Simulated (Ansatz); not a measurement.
**B3LYP/aug-cc-pVDZ run of SiH3Cl (SMILES [SiH3]Cl)**

Aim: the energy change on altering one bond length of SiH3Cl at B3LYP/aug-cc-pVDZ, from 2 runs. 

The results are computed with Ansatz 0.2.0.

60 further runs of the same task are left out: 2 that didn't finish, 58 set aside as unsound or not needed.

**1. The molecule**

SiH3Cl: 5 atoms, total charge 0, spin state singlet. SMILES: `[SiH3]Cl`. The shape is that of a PBE0-D4/def2-TZVP optimisation.

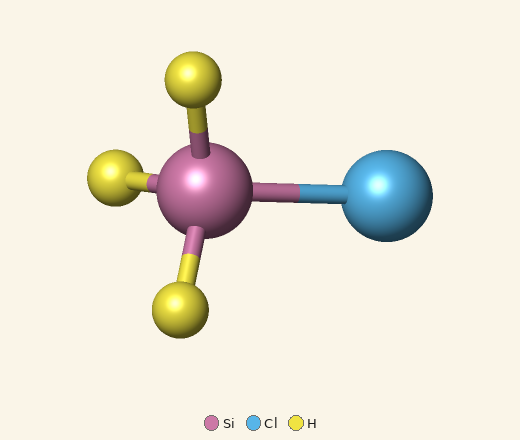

The structure, seen from a chosen angle (silicon pink, chlorine blue, hydrogen yellow).

**2. The energy at B3LYP/aug-cc-pVDZ**

The input, run.yaml:

```yaml
basis:
  gaussian:
    orbitals: aug-cc-pVDZ
crystal:
  periodic: [false, false, false]
  atoms:
    - {symbol: Si, position_ang: [-0.112000, 0.018600, -0.030900]}
    - {symbol: Cl, position_ang: [1.838300, -0.513500, 0.329900]}
    - {symbol: H, position_ang: [-0.950900, -0.488300, 1.079100]}
    - {symbol: H, position_ang: [-0.534700, -0.585700, -1.314900]}
    - {symbol: H, position_ang: [-0.190800, 1.495400, -0.104700]}
magnetization:
  spin_polarized: false
hamiltonian:
  xc: {name: B3LYP}
accuracy: high
output: {orbitals: {seedname: orbitals}}
```

Launch:

```
$ ansatz run run.yaml --threads 1 --pin off --max-ram 3480MiB --events-out events.jsonl --progress --plain --runs-dir runs
```

What it wrote:

```text
Warning: RAYON_NUM_THREADS=1 ignored (pool sized by the plan → 1); use --threads N
Functional definition: B3LYP
  name "B3LYP"
  parameter a0 = 0.2
  parameter ax = 0.72
  parameter ac = 0.81
  exchange = (1 - a0 - ax)*slater_x + ax*b88_x + a0*exact_x
  correlation = (1 - ac)*vwn_rpa_c + ac*lyp_c
1640 factors; integrals over basis functions are off by at most 3.8e-9 eV
mean field evaluation 1: about -20450.7620 eV, gradient 1.2e1 eV
mean field evaluation 2: about -20451.1294 eV, gradient 6.9e0 eV
mean field evaluation 4: about -20451.2620 eV, gradient 1.6e-1 eV
mean field evaluation 8: about -20451.2950 eV, gradient 6.1e-2 eV
mean field evaluation 16: about -20451.2950 eV, gradient 1.4e-6 eV
mean field -20451.29498611 eV, -751.5712283538 hartree, gradient 2.0e-8 eV, S^2 0.000000; 0 other end points of the search recorded, 0 dependent functions left out
reference -20451.29503062 eV, -751.5712299895 hartree; 17, 17 occupied and 64, 64 virtual orbitals, 1640 factors
Total energy: -20451.29503062 eV, -751.5712299895 hartree
```

It took 5.1 s on 1 thread of Intel Xeon Platinum 8375C at 2.90GHz (Ice Lake), shared host; peak memory 0.24 GiB.

**3. The distorted shape**

The input, run.yaml:

```yaml
crystal:
  periodic: [false, false, false]
  atoms:
    - symbol: Si
      position_ang: [-0.017442, -1.753530, 0.057658]
    - symbol: Cl
      position_ang: [1.932858, -2.285630, 0.418458]
    - symbol: H
      position_ang: [-0.856342, -2.260430, 1.167658]
    - symbol: H
      position_ang: [-0.440142, -2.357830, -1.226342]
    - symbol: H
      position_ang: [-0.190800, 1.495400, -0.104700]
basis:
  gaussian:
    orbitals: aug-cc-pVDZ
accuracy: high
output: {orbitals: {seedname: orbitals}}
hamiltonian:
  xc: {name: B3LYP}
```

Launch:

```
$ ansatz run run.yaml --threads 1 --pin off --max-ram 3480MiB --events-out events.jsonl --progress --plain --runs-dir runs
```

What it wrote, shortened:

```text
Warning: RAYON_NUM_THREADS=1 ignored (pool sized by the plan → 1); use --threads N
[... 7 set-up lines as earlier in the session ...]
1647 factors; integrals over basis functions are off by at most 3.9e-9 eV
mean field evaluation 1: about -20446.1614 eV, gradient 1.3e1 eV
mean field evaluation 2: about -20442.2262 eV, gradient 2.2e1 eV
mean field evaluation 4: about -20446.9048 eV, gradient 2.3e0 eV
mean field evaluation 8: about -20446.9650 eV, gradient 7.6e-1 eV
mean field evaluation 16: about -20446.9686 eV, gradient 1.6e-5 eV
mean field -20446.96857596 eV, -751.4122357133 hartree, gradient 3.1e-8 eV, S^2 0.000000; 0 other end points of the search recorded, 0 dependent functions left out
reference -20446.96862003 eV, -751.4122373331 hartree; 17, 17 occupied and 64, 64 virtual orbitals, 1647 factors
Total energy: -20446.96862003 eV, -751.4122373331 hartree
```

Wall time 4.5 s (1 thread of Intel Xeon Platinum 8375C at 2.90GHz (Ice Lake), shared host); peak memory 0.24 GiB.

**4. Outcome**

Level: B3LYP/aug-cc-pVDZ.

```
                                                          quantity          value
                                         first shape: total energy  -751.57123 Eh
                                          first shape: HOMO energy       -8.77 eV
                                          first shape: LUMO energy       -0.66 eV
                                        first shape: HOMO–LUMO gap        8.12 eV
                                     distorted shape: total energy  -751.41224 Eh
                                      distorted shape: HOMO energy       -6.62 eV
                                      distorted shape: LUMO energy       -4.26 eV
                                    distorted shape: HOMO–LUMO gap        2.35 eV
energy change with the Si1–H5 bond stretched from 1.481 to 3.258 Å       4.326 eV
```

In words: One bond (distorted shape) is far stretched, which a spin-restricted single reference describes badly; a broken-symmetry solution may lie lower. With the Si1–H5 bond stretched from 1.481 to 3.258 Å the energy rises by 4.33 eV (100 kcal/mol). The first shape isn't relaxed at this level, so the change isn't measured from a minimum. A restricted reference can't describe the breaking bond well at this length.
